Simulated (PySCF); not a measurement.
**C$_{6}$H$_{9}$O (doublet): density, localisation and related maps**

```json
{"atom": "C", "x (Å)": "1.9330", "y (Å)": "0.1008", "z (Å)": "0.1606"}
{"atom": "C", "x (Å)": "0.7677", "y (Å)": "-0.7773", "z (Å)": "0.1301"}
{"atom": "C", "x (Å)": "-0.1219", "y (Å)": "-0.6537", "z (Å)": "-1.1091"}
{"atom": "C", "x (Å)": "-1.3913", "y (Å)": "0.0846", "z (Å)": "-0.6556"}
{"atom": "C", "x (Å)": "-0.9598", "y (Å)": "0.8951", "z (Å)": "0.5643"}
{"atom": "C", "x (Å)": "0.0463", "y (Å)": "0.0000", "z (Å)": "1.2518"}
{"atom": "O", "x (Å)": "0.2390", "y (Å)": "-0.1142", "z (Å)": "2.4359"}
{"atom": "H", "x (Å)": "2.7223", "y (Å)": "-0.0693", "z (Å)": "0.8668"}
{"atom": "H", "x (Å)": "1.9383", "y (Å)": "1.0169", "z (Å)": "-0.3991"}
{"atom": "H", "x (Å)": "0.9908", "y (Å)": "-1.7979", "z (Å)": "0.4389"}
{"atom": "H", "x (Å)": "0.3959", "y (Å)": "-0.0804", "z (Å)": "-1.8788"}
{"atom": "H", "x (Å)": "-0.3583", "y (Å)": "-1.6325", "z (Å)": "-1.5229"}
{"atom": "H", "x (Å)": "-2.1551", "y (Å)": "-0.6350", "z (Å)": "-0.3569"}
{"atom": "H", "x (Å)": "-1.8043", "y (Å)": "0.7093", "z (Å)": "-1.4461"}
{"atom": "H", "x (Å)": "-1.7787", "y (Å)": "1.1368", "z (Å)": "1.2399"}
{"atom": "H", "x (Å)": "-0.4715", "y (Å)": "1.8258", "z (Å)": "0.2687"}
```

Geometry: GFN2-xTB.

All numbers below come from UKS B3LYP, pcH-1 on C H O, non-relativistic, mean-field spin-orbit, GIAO (PySCF 2.14.0, density-fitted response routines).

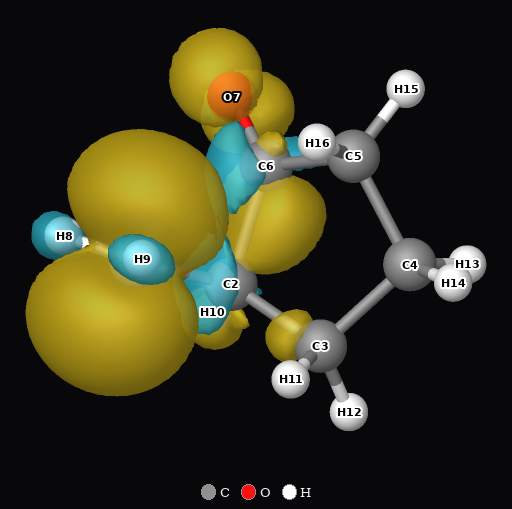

Figure 1. Isosurfaces of the spin density at +0.015 (yellow) and −0.015 e/Å³ (cyan), seen at a tilt.

Question: Describe the spin distribution.

Answer: The unpaired spin (1 electron) lies mostly on C1 (about 0.6) and O7 (about 0.1), in electrons by Hirshfeld's partition.

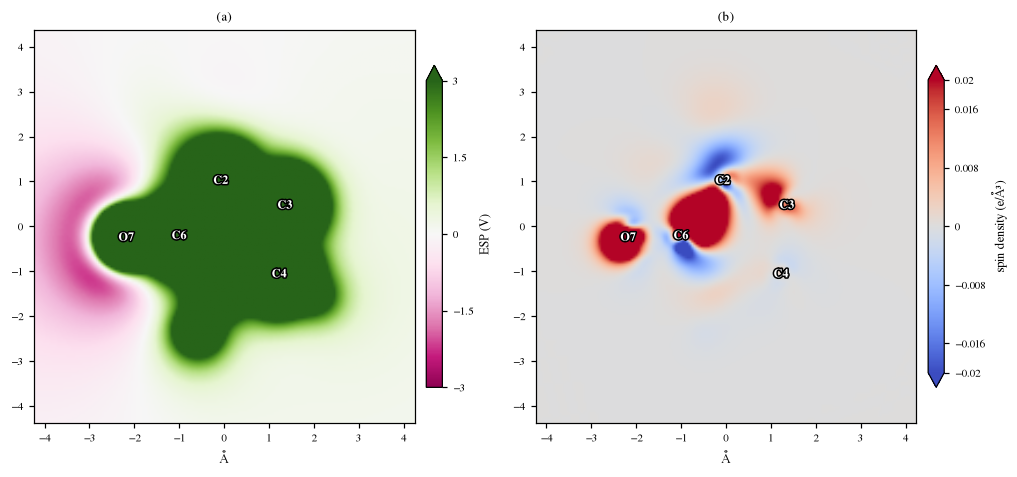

Figure 2. (a) molecular electrostatic potential; (b) spin density (α minus β) on the plane of atoms C2, C3 and C4.

Question: Read the bonding off the picture.

Answer:
- The section cuts through C and O sites.
- Outside the dense part of the molecule the potential is most negative (−2.2 V) near O7.

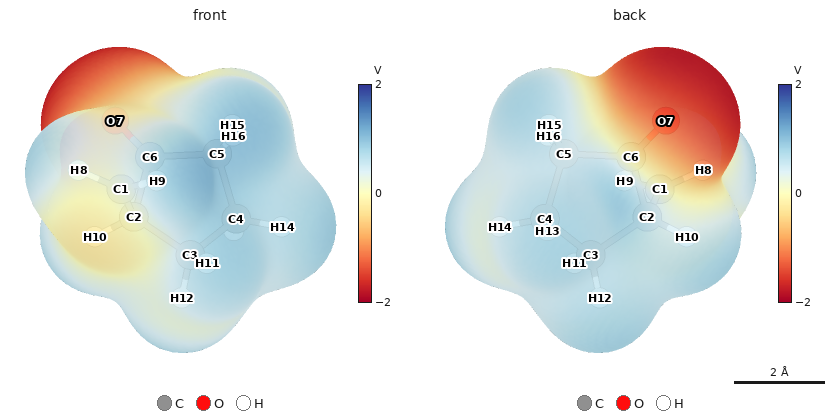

Figure 3. The electrostatic potential painted on the density surface at 0.002 e/bohr³, seen from the front and from behind; red is negative and blue positive.

Question: Which sites attract a positive test charge, and which a negative one?

Answer: A positive charge is drawn to the negative regions and a negative charge to the positive ones. The most negative region (about −1.8 V) lies over O7, the most positive (about +1.1 V) over H9. O7 is the likeliest acceptor of a hydrogen bond.
